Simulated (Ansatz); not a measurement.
Partial pair distribution functions of a relaxed model of amorphous In₉Ga₉Zn₉O₃₇Ba, broadened by 0.06 Å; density 5.92 g/cm³. All values below come from PBE, scalar-relativistic without spin-orbit coupling (plane waves to 420 eV, PAW; Ansatz, a program for electronic structure).

It comes from a melt-quench run on a machine-learned potential (CHGNet), relaxed afterwards by DFT. O atoms were pushed apart under 1.9 Å during the dynamics, to hinder bonds among them. The hot cell started wider than the set density and was brought back towards it in steps. It is the lowest in DFT energy of 2 quenches. It is a model cell: composition and starting density were chosen by hand, and all elements were melted together. No dispersion term was used. Its density started from a set value of 5.92 and ended at 5.92 g/cm³. The simulated quench (nominally 210 K/ps over its main leg) is rapid and tends to freeze in more defects than a deposited or slowly cooled glass has. Values belong to this one cell and scatter from quench to quench. The volume was held where the preparation left it and the shape relaxed, at a PBE pressure of 2.5 GPa. Stress components on the final sampling reach 2.6 GPa.

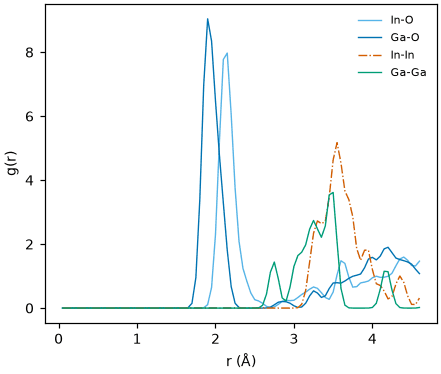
Figure: Partial pair distribution functions

Highest peaks under 4.5 Å: In-O near 2.15 Å, Ga-O near 1.90 Å, In-In near 3.55 Å, Ga-Ga near 3.50 Å; pairs of few atoms are noisy.

Within 2.66 Å each In has 5.11 O neighbours on average.
